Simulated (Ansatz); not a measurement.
# CH7BFNO: geometry relaxation (part 2 of 2)

The same run, continued: CH7BFNO; RKS PBE0/def2-SVP (Ansatz 0.2.0). The input holds or restrains some coordinates. It belongs to a series of runs on one base structure; here: pulled along the bonds that form and break, towards end B.

Geometry of the input (Å):
```
B  0.0000  0.0000  0.0000
O  0.0000  0.0000  1.7600
H  -0.9095  -0.2814  2.0971
C  1.3856  0.0000  -0.8000
H  1.7152  -1.0462  -0.9702
H  1.2491  0.5080  -1.7774
H  2.1552  0.5381  -0.2082
F  -1.1431  0.0000  -0.6600
N  0.0829  1.7537  0.5833
H  0.4765  1.9752  1.5423
H  -0.2631  2.5370  -0.0414
H  0.0529  1.1189  1.5507
```

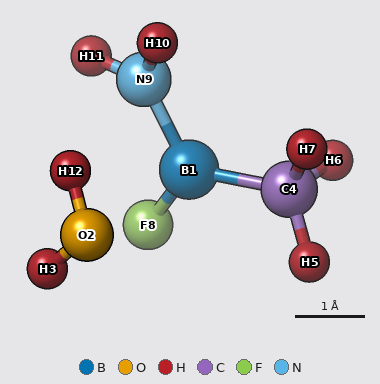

The geometry at step 8 of the log (ball-and-stick view, seen at a tilt; atoms are numbered from 1 in the order of the input).

### Trajectory as extended XYZ, continued
```
12
Properties=species:S:1:pos:R:3:forces:R:3 step=2 energy=-8066.55681
B     0.0210    0.1400   -0.1021    0.8537   5.5339   1.3845
O     0.0065   -0.0514    1.9291   -0.1071  -0.0066  -1.0266
H    -0.9190   -0.2918    2.1088    0.3177   0.2456   0.0271
C     1.3992   -0.0127   -0.8093    0.3116  -1.3940   0.4840
H     1.7204   -1.0508   -0.9752    0.2144  -0.0410  -0.3169
H     1.2521    0.5043   -1.7758    0.1201  -0.1040   0.1223
H     2.1539    0.5330   -0.2127   -0.1525  -0.2722  -0.3298
F    -1.1639   -0.0162   -0.6703   -0.4004  -1.1248   0.3415
N     0.1039    1.7912    0.4556    0.9657  -2.1063   2.1593
H     0.4815    2.0018    1.4815    0.0162   1.4538  -3.5494
H    -0.2682    2.5606   -0.0545   -0.4872   0.8964   0.0638
H     0.0143    0.9953    1.7012   -1.6522  -3.0808   0.6401
12
Properties=species:S:1:pos:R:3:forces:R:3 step=3 energy=-8067.35498
B     0.0338    0.2655   -0.2037    0.1798   4.8298   1.2508
O     0.0107   -0.0749    2.0485    0.0737  -0.4738  -0.2754
H    -0.9242   -0.2907    2.1125   -0.2151  -0.1563   0.1503
C     1.4068   -0.0239   -0.8111    0.4828  -0.9852   0.1551
H     1.7216   -1.0542   -0.9776    0.0939  -0.3019  -0.2791
H     1.2558    0.5018   -1.7749    0.3538  -0.0987  -0.0173
H     2.1529    0.5304   -0.2166   -0.0605  -0.2266  -0.3330
F    -1.1725   -0.0291   -0.6704   -0.0370  -0.7560   0.1813
N     0.1399    1.8052    0.3507    1.3645  -2.7597   3.6917
H     0.4704    2.0050    1.4262   -0.4991   0.4673  -4.2820
H    -0.2822    2.5817   -0.0681   -1.1442   1.3889  -0.5043
H    -0.0113    0.8865    1.8608   -0.5925  -0.9278   0.2619
12
Properties=species:S:1:pos:R:3:forces:R:3 step=4 energy=-8068.18481
B     0.0452    0.4031   -0.2900    0.0782   2.5623   1.1113
O     0.0055   -0.1340    2.1646   -0.2593  -0.6872   0.0788
H    -0.9397   -0.3100    2.1189   -0.1950  -0.5076   0.0853
C     1.4153   -0.0379   -0.8113    0.0908  -0.3378  -0.0040
H     1.7187   -1.0661   -0.9828   -0.0850  -0.4239  -0.1699
H     1.2721    0.4971   -1.7766    0.5544  -0.1305  -0.1242
H     2.1562    0.5245   -0.2258    0.1302  -0.1915  -0.2924
F    -1.1671   -0.0360   -0.6620    0.4203   0.0063   0.1250
N     0.1960    1.8273    0.2739   -0.3090  -0.5402   1.7540
H     0.4537    2.0030    1.3054   -0.0411   0.0148  -2.7773
H    -0.3227    2.6224   -0.0815   -0.4627  -0.1925   0.1263
H    -0.0314    0.8100    2.0433    0.0780   0.4279   0.0871
12
Properties=species:S:1:pos:R:3:forces:R:3 step=5 energy=-8068.72415
B     0.0788    0.5079   -0.3028    0.0619   1.4208   0.7767
O    -0.0248   -0.2003    2.2125   -0.3627   1.1064  -0.0279
H    -0.9695   -0.3787    2.1176    0.0103  -0.3789  -0.0156
C     1.4267   -0.0536   -0.8125   -0.0864   0.3456  -0.1496
H     1.6741   -1.1038   -0.9823   -0.2337  -0.1681   0.0749
H     1.3485    0.4750   -1.7940    0.4207  -0.2569  -0.0109
H     2.2056    0.4853   -0.2593    0.2759  -0.2075  -0.1179
F    -1.1247    0.0006   -0.6297    0.2891   0.2766   0.0018
N     0.1801    1.9045    0.2407   -0.8366  -2.1047  -1.9761
H     0.5263    2.0668    1.1370    1.2870   0.5087   1.4453
H    -0.4563    2.6171   -0.0298   -1.0009   0.4837  -0.1251
H    -0.0632    0.7826    2.1789    0.1755  -1.0258   0.1242
12
Properties=species:S:1:pos:R:3:forces:R:3 step=6 energy=-8069.05091
B     0.0958    0.5404   -0.2957    0.0175   1.6447   0.6733
O    -0.0448   -0.2134    2.2059   -0.3054   0.9338   0.0233
H    -0.9807   -0.4355    2.1056    0.1133  -0.1926  -0.0239
C     1.4351   -0.0526   -0.8122    0.1038   0.3926  -0.2139
H     1.6137   -1.1267   -0.9511   -0.2123   0.0237   0.1507
H     1.4252    0.4404   -1.8148    0.2124  -0.2934   0.0900
H     2.2612    0.4404   -0.2798    0.1496  -0.2320  -0.0185
F    -1.1003    0.0200   -0.6125    0.0678   0.1480  -0.0911
N     0.1329    1.9400    0.2305   -0.1989  -0.6234   0.6611
H     0.6875    2.1673    1.0952   -0.5196  -0.0628  -1.7526
H    -0.6278    2.6146    0.0378    0.4952  -0.7893   0.5001
H    -0.0961    0.7684    2.1672    0.0766  -0.9493   0.0015
12
Properties=species:S:1:pos:R:3:forces:R:3 step=7 energy=-8069.30722
B     0.1013    0.5690   -0.2884    0.0152   1.9269   0.5561
O    -0.0557   -0.2248    2.2008   -0.2797   0.8049   0.0260
H    -0.9803   -0.4849    2.0880    0.1297  -0.1062  -0.0164
C     1.4412   -0.0392   -0.8040    0.1493   0.2779  -0.1679
H     1.5613   -1.1281   -0.9058   -0.1706   0.1023   0.1506
H     1.4782    0.4079   -1.8246    0.1023  -0.2402   0.1199
H     2.2978    0.4067   -0.2755    0.0470  -0.1922   0.0158
F    -1.0893    0.0444   -0.6190    0.0198   0.0940  -0.0320
N     0.0969    1.9642    0.2439    0.2831  -1.2449   0.4189
H     0.7990    2.2565    0.9626   -0.8119  -0.1000  -1.3780
H    -0.7210    2.5772    0.1513    0.4335  -0.4651   0.3541
H    -0.1277    0.7544    2.1468    0.0822  -0.8575  -0.0471
12
Properties=species:S:1:pos:R:3:forces:R:3 step=8 energy=-8069.51554
B     0.1072    0.6142   -0.2966   -0.0680   1.8413   0.6858
O    -0.0577   -0.2511    2.1705   -0.2163   0.7504   0.0978
H    -0.9752   -0.5352    2.0686    0.0849  -0.0711  -0.0354
C     1.4474   -0.0215   -0.7911    0.1074   0.1461  -0.1995
H     1.5011   -1.1223   -0.8361   -0.1329   0.1842   0.1133
H     1.5275    0.3609   -1.8335    0.0716  -0.1868   0.1409
H     2.3267    0.3771   -0.2611   -0.0359  -0.1095   0.0226
F    -1.0813    0.0719   -0.6123    0.0202   0.0703  -0.0545
N     0.0665    1.9870    0.2631    0.6572  -1.5617  -0.0038
H     0.8705    2.3507    0.8079   -0.8845  -0.0904  -0.8797
H    -0.7852    2.5445    0.2686    0.2811  -0.1543   0.2046
H    -0.1458    0.7271    2.1282    0.1153  -0.8186  -0.0922
12
Properties=species:S:1:pos:R:3:forces:R:3 step=9 energy=-8069.62321
B     0.1096    0.6403   -0.2751   -0.0841   1.9908   0.4452
O    -0.0569   -0.2971    2.1675   -0.2195   0.7485   0.0035
H    -0.9646   -0.5915    2.0173    0.0881  -0.0463  -0.0173
C     1.4446   -0.0081   -0.7714    0.0772   0.0156  -0.1346
H     1.4477   -1.1109   -0.7730   -0.0643   0.1583   0.0742
H     1.5542    0.3239   -1.8265    0.0117  -0.1225   0.1604
H     2.3337    0.3584   -0.2365   -0.0317  -0.0559   0.0279
F    -1.0792    0.0941   -0.5889    0.0166   0.0278   0.0677
N     0.0574    2.0135    0.2756    0.7558  -1.7271  -0.1756
H     0.9071    2.4624    0.6524   -0.8708  -0.2072  -0.5125
H    -0.8079    2.5390    0.3422    0.1845  -0.0243   0.0835
H    -0.1440    0.6793    2.0927    0.1365  -0.7577  -0.0222
12
Properties=species:S:1:pos:R:3:forces:R:3 step=10 energy=-8069.66308
B     0.1143    0.6894   -0.2908   -0.2588   1.6642   1.1053
O    -0.0581   -0.3483    2.1093   -0.2091   0.8522   0.1208
H    -0.9569   -0.6331    1.8959    0.1377   0.0195  -0.0197
C     1.4420   -0.0022   -0.7490   -0.0212   0.0873  -0.3691
H     1.4056   -1.1027   -0.6652   -0.0636   0.2132   0.0323
H     1.5764    0.2455   -1.8246    0.0459  -0.1258   0.1851
H     2.3322    0.3670   -0.2200   -0.0201  -0.0017   0.0271
F    -1.0819    0.0972   -0.4984    0.1406   0.1881  -0.1325
N     0.0572    2.0442    0.3028    0.7589  -1.6020  -0.6294
H     0.9213    2.5735    0.4948   -0.8812  -0.3482  -0.2150
H    -0.8183    2.5384    0.4503    0.2409  -0.0269  -0.0676
H    -0.1318    0.6344    2.0710    0.1301  -0.9200  -0.0373
12
Properties=species:S:1:pos:R:3:forces:R:3 step=11 energy=-8069.65577
B     0.0951    0.6923   -0.2278   -0.0704   2.1610   0.3575
O    -0.0326   -0.4058    2.1416   -1.1080   0.8115  -0.7034
H    -0.8888   -0.6601    1.7152    1.0176   0.2327   0.5717
C     1.4151   -0.0010   -0.7009   -0.0129  -0.0311  -0.1321
H     1.3599   -1.0957   -0.5913    0.0171   0.0930   0.0137
H     1.5583    0.2177   -1.7790   -0.0374  -0.0529   0.1502
H     2.3076    0.3646   -0.1733   -0.0080  -0.0155   0.0222
F    -1.1087    0.1307   -0.4657    0.0754   0.0068   0.0942
N     0.0517    2.0706    0.3135    0.3622  -1.9084  -0.5581
H     0.9019    2.6256    0.4188   -0.4279  -0.2277  -0.0404
H    -0.8161    2.5878    0.4144    0.1414  -0.0788  -0.0373
H    -0.0417    0.5765    2.0106    0.0510  -0.9908   0.2618
12
Properties=species:S:1:pos:R:3:forces:R:3 step=12 energy=-8069.69068
B     0.1037    0.6855   -0.2614   -0.1030   1.9749   0.7886
O    -0.0401   -0.3784    2.1197   -0.6326   0.8905  -0.1916
H    -0.9234   -0.6137    1.7780    0.5146   0.0512   0.2142
C     1.4279    0.0001   -0.7304    0.0010   0.0429  -0.1096
H     1.3777   -1.0928   -0.6229   -0.0083   0.0184   0.0187
H     1.5754    0.2208   -1.8042    0.0025  -0.0409   0.0510
H     2.3150    0.3668   -0.1941   -0.0146  -0.0025   0.0087
F    -1.0961    0.1170   -0.4947    0.0453   0.0359  -0.0103
N     0.0540    2.0410    0.3314    0.2078  -1.9042  -0.7318
H     0.8944    2.5979    0.4470   -0.1996  -0.0779  -0.0342
H    -0.8157    2.5504    0.4371    0.0674  -0.0212  -0.0469
H    -0.0711    0.6088    2.0707    0.1195  -0.9670   0.0432
12
Properties=species:S:1:pos:R:3:forces:R:3 step=13 energy=-8069.68853 accepted=F
B     0.0939    0.7331   -0.2711    0.0265   1.6066   0.8224
O    -0.0083   -0.4396    2.0618   -0.0018   0.6038   0.0869
H    -0.9156   -0.6692    1.8180    0.1537   0.2178   0.0603
C     1.4105    0.0102   -0.7159    0.0613  -0.0277   0.0268
H     1.3495   -1.0716   -0.5179   -0.0358   0.0689  -0.0015
H     1.5782    0.1326   -1.8003   -0.0606   0.0308   0.0114
H     2.3008    0.3974   -0.1970   -0.0368   0.0060  -0.0171
F    -1.1149    0.2142   -0.5675    0.1055   0.0345   0.0218
N     0.0522    2.0496    0.4046    0.0934  -1.8744  -1.0280
H     0.8691    2.6458    0.4253    0.0105  -0.0318   0.0333
H    -0.8189    2.5571    0.3445   -0.1254   0.1748   0.1047
H     0.0052    0.5439    2.0916   -0.1905  -0.8094  -0.1211
12
Properties=species:S:1:pos:R:3:forces:R:3 step=14 energy=-8069.70452
B     0.1044    0.7026   -0.2665   -0.0851   1.9643   0.7805
O    -0.0352   -0.4053    2.0967   -0.0289   0.7609   0.0576
H    -0.9226   -0.6391    1.7998    0.0090   0.0073   0.0101
C     1.4236    0.0062   -0.7322    0.0126  -0.0240   0.0580
H     1.3782   -1.0794   -0.5629   -0.0159   0.0094   0.0087
H     1.5673    0.1636   -1.8148   -0.0070   0.0206  -0.0045
H     2.3081    0.3986   -0.2104    0.0219   0.0032  -0.0325
F    -1.1000    0.1602   -0.5222   -0.0193  -0.0477  -0.0329
N     0.0562    2.0437    0.3582    0.0427  -1.9330  -0.8237
H     0.8852    2.6114    0.4562    0.0418   0.0294  -0.0068
H    -0.8124    2.5626    0.4019    0.0159  -0.0161   0.0065
H    -0.0510    0.5783    2.0724    0.0123  -0.7743  -0.0209
```

### Key numbers

```tsv
quantity	value
outcome	converged under the restraints of the input
total energy	−8069.7045 eV
mean-field energy	−8069.7045 eV
largest force (length of the vector) at the end, held atoms and coordinates included	2.115 eV/Å
wall time	47 s (CPU time 91 s)
peak memory	0.22 GiB
```
